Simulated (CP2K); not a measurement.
Consider 2-nitrosooxazole at its PBE geometry (Å).

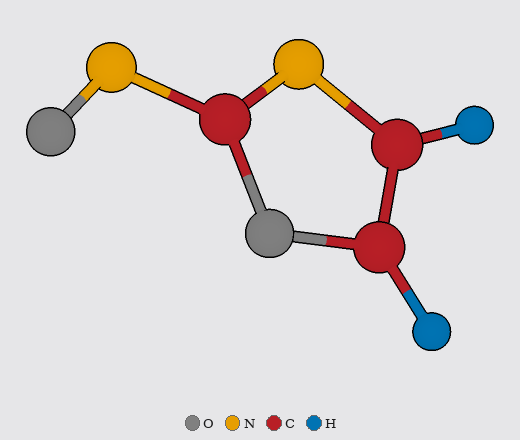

The molecule (oxygen grey, nitrogen orange, carbon red, hydrogen blue).

```xyz
9

O     2.9057    0.4423   -0.5031
N     2.1944   -0.5570   -0.3353
C     0.8252   -0.3018   -0.1197
N    -0.0694   -1.2584    0.0379
C    -1.2576   -0.5934    0.2121
C    -1.0334    0.7636    0.1552
O     0.2933    0.9791   -0.0558
H    -2.1953   -1.1166    0.3672
H    -1.6629    1.6422    0.2416
```

Method: CP2K XAS_TDP, all-electron GAPW, PBEh(45%), aug-cc-pVDZ, TDA, no relativity.

Q: Predict the bright core excitations at the C K edge.

Leading lines: C3 282.70 eV, C5 282.64 eV and C6 282.01 eV. The leading line of an atom is its first one with 35 % of the strongest within 2.5 eV of its lowest line over the strength cut. 

The first six lines of each atom with a strength over 0.0015:

```csv
atom,energy (eV),states,"strength, one atom"
C3 (bonded to 2 N and O),282.70,1,0.0214
,285.24,1,0.0450
,287.45,1,0.0203
,287.72,1,0.0019
,288.54,1,0.0044
,289.27,1,0.0308
"C5 (bonded to C, N and H)",282.64,1,0.0566
,285.56,1,0.0118
,286.40,1,0.0017
,286.60,1,0.0032
,287.08,1,0.0036
,287.22,1,0.0059
"C6 (bonded to C, O and H)",282.01,1,0.0478
,285.17,1,0.0117
,286.41,1,0.0224
,286.81,1,0.0158
,287.67,1,0.0038
,287.94,1,0.0029
```

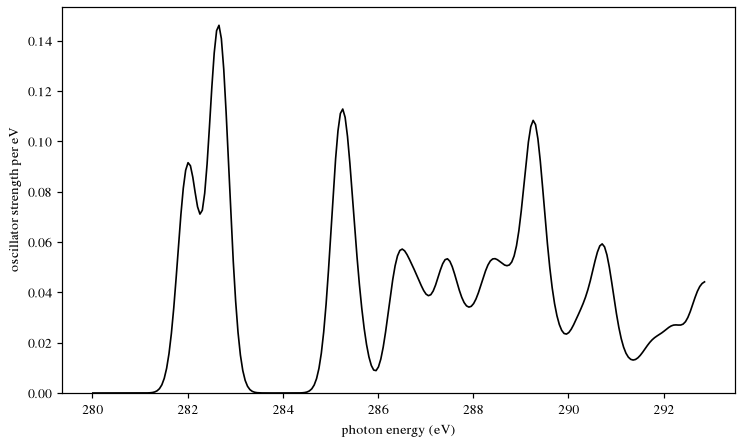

All atoms added, broadened by 0.5 eV.

Lines are vertical, at one geometry, with no vibrational structure. Without a correction of the core level, line positions, and the gaps between valence and Rydberg lines, follow the share of exact exchange. At this level such K lines come out 3 to 6 eV under measured ones. These values hold no scalar relativity, about 0.1 eV for C 1s. Rydberg lines, and the discretised continuum above threshold, depend on the basis and the box.

[Banner, clock and machine lines of the logs are left out without a mark of their own.]

[Logs are printed without paths, hosts, clocks, repeated set-up lines and the standing remarks that a program may print on its own settings, such as how far it seeks lower states.]

[Hosts, paths, dates, database ids (printed as entryN), source tags and the programs' standing remarks are cut or masked in the printed files.]
